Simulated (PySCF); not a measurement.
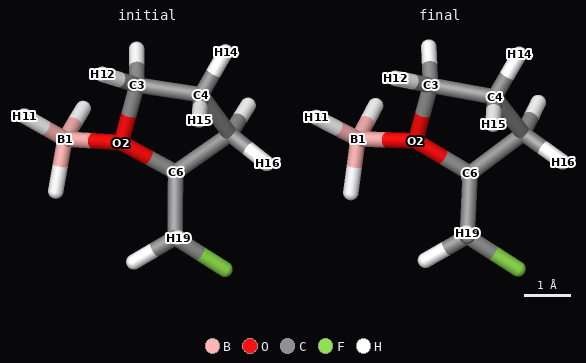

The structure of C5H12BFO before (left) and after (right) a relaxation, at one scale.

A stick model, seen at a tilt.

The start comes from GFN2-xTB.

These are results of PBE0-D3(BJ)/def2-SVP geometry optimisation, gas phase (PySCF), not measurements. 

> Summarise the run.

The energy falls by 11.1 kJ/mol in 7 geometry steps. The largest force component goes from 1.2 to 0.021 eV/Å. The atom that moves furthest after the best rigid fit is an H atom (0.16 Å). Largest moves by element: H 0.16 Å, F 0.14 Å, O 0.10 Å, C 0.06 Å, B 0.04 Å. Among the contacts that change: B–H 1.193 → 1.227 Å, B–O 1.640 → 1.623 Å, C–C 1.531 → 1.516 Å, C–O 1.425 → 1.439 Å. Bond angles that change, for instance: B–O–C 113.9° → 117.6°, B–O–C 114.9° → 118.0°, F–C–H 107.8° → 109.8°. The run took roughly 2.1 core-minutes on a shared host.
